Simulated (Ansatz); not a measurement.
**C2Cl2GeN2: one species, many methods**

How much do the methods differ for C2Cl2GeN2? The plan is to run it at one geometry with functionals of several rungs and with coupled cluster. The yardstick is the atomisation energy at the CCSD(T) limit.

Method: functionals in def2-TZVPP, the program's frozen cores in correlated methods; program: Ansatz 0.2.0, Gaussian basis.

Plan: LDA (SPW92), PBE-D4, revPBE-D4, BLYP-D4, r2SCAN-D4, B97M-V, PBE0-D4, B3LYP-D4, r2SCANh-D4, r2SCAN0-D4, HSE06-D4, BHLYP-D4, CAM-B3LYP-D4, LC-ωPBE, ωB97X-V, ωB97M-V, B2PLYP, PBE-QIDH; CCSD(T)/def2-SVP; CCSD(T)/def2-TZVPP; MP2/def2-QZVPP; extrapolation to the limit; RPA on PBE.

## (1) The geometry

All runs share one geometry, relaxed beforehand with PBE0-D4 in a triple-zeta def2 set.

SMILES `N#[C][Ge]([Cl])([Cl])[C]#N`, 7 atoms, charge 0, spin multiplicity 1.

Atoms are counted from 1 here; the program's logs count them from 0.

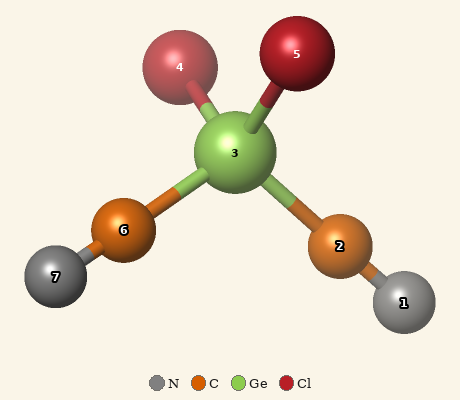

The structure; nitrogen grey, carbon orange, germanium green, chlorine red; atoms are numbered from 1 in the order of the file.

## (2) LDA

This LDA is Slater exchange with PW92 correlation.

in.yaml

```yaml
crystal:
  periodic: [false, false, false]
  atoms:
    - {symbol: N, position_ang: [1.736941, -1.666348, 1.449510]}
    - {symbol: C, position_ang: [0.986109, -1.114131, 0.775084]}
    - {symbol: Ge, position_ang: [-0.260746, -0.217384, -0.350428]}
    - {symbol: Cl, position_ang: [-2.181958, -1.019068, -0.030807]}
    - {symbol: Cl, position_ang: [0.338738, -0.434871, -2.357720]}
    - {symbol: C, position_ang: [-0.271785, 1.632177, 0.101877]}
    - {symbol: N, position_ang: [-0.286198, 2.751623, 0.366783]}
basis:
  gaussian: {orbitals: def2-TZVPP}
hamiltonian: {xc: lda}
output: {orbitals: {seedname: orbitals}}
```

On the command line:

```
$ ansatz run in.yaml --threads 4 --pin off --events-out ev --progress --plain --max-ram 11315MiB
```

After this run come: PBE-D4 (GGA); revPBE-D4 (GGA); BLYP-D4 (GGA); r2SCAN-D4 (meta-GGA); B97M-V (meta-GGA); PBE0-D4 (hybrid); B3LYP-D4 (hybrid); r2SCANh-D4 (hybrid); r2SCAN0-D4 (hybrid); HSE06-D4 (hybrid); BHLYP-D4 (hybrid); CAM-B3LYP-D4 (range-separated); LC-ωPBE (range-separated); ωB97X-V (range-separated); ωB97M-V (range-separated); B2PLYP (double hybrid); PBE-QIDH (double hybrid); CCSD(T) in def2-SVP; CCSD(T) in def2-TZVPP; MP2 in def2-QZVPP; RPA on PBE orbitals.

Q: Predict the results of all the runs planned. Wanted: atomisation energy, CCSD(T)/CBS; farthest beyond LDA; mean size of error, GGA; mean size of error, meta-GGA; mean size of error, hybrid; mean size of error, range-separated; mean size of error, double hybrid; gap, smallest and largest; T1 diagnostic.

As calculated:

```
                               quantity                                                                                                      value
        atomisation energy, CCSD(T)/CBS                                                                                              2978.0 kJ/mol
 functionals within 29.8 kJ/mol (1.0 %)  r2SCAN-D4, B97M-V, PBE0-D4, B3LYP-D4, HSE06-D4, CAM-B3LYP-D4, LC-ωPBE, ωB97X-V, ωB97M-V, B2PLYP, PBE-QIDH
                    farthest beyond LDA                                                                                   BHLYP-D4 (-192.1 kJ/mol)
                mean size of error, GGA                                                                                                86.7 kJ/mol
           mean size of error, meta-GGA                                                                                                13.3 kJ/mol
             mean size of error, hybrid                                                                                                71.2 kJ/mol
    mean size of error, range-separated                                                                                                18.1 kJ/mol
      mean size of error, double hybrid                                                                                                10.3 kJ/mol
              gap, smallest and largest                                                                  5.47 eV (LDA (SPW92)), 13.15 eV (LC-ωPBE)
                          T1 diagnostic                                                                                                     0.0122
triples share of the correlation energy                                                                                                      4.8 %
```

What this shows: The LDA atomisation energy is off by 553.0 kJ/mol (19 %): it overbinds. PBE-D4 is off by +165.5 kJ/mol. Double hybrids carry the basis error of their MP2 part in triple zeta, and no dispersion term here, so their miss is partly the set-up's. The rungs double hybrid, meta-GGA, range-separated miss on average by less than the doubt on the reference (29.8 kJ/mol), so they tie. Misses under about 29.8 kJ/mol are within the doubt on the reference itself, which lacks core-valence correlation, relativity and higher excitations, and its outer-core shells are covered unevenly. Hartree-Fock recovers 63 % of the binding; the rest is correlation. CCSD(T) in def2-SVP is off by -208.9 kJ/mol, which most functionals beat. Orbital gaps span 5.5 to 13.2 eV; exact exchange widens them. Correlated methods include outer-core shells of Ge, which these sets cover unevenly.
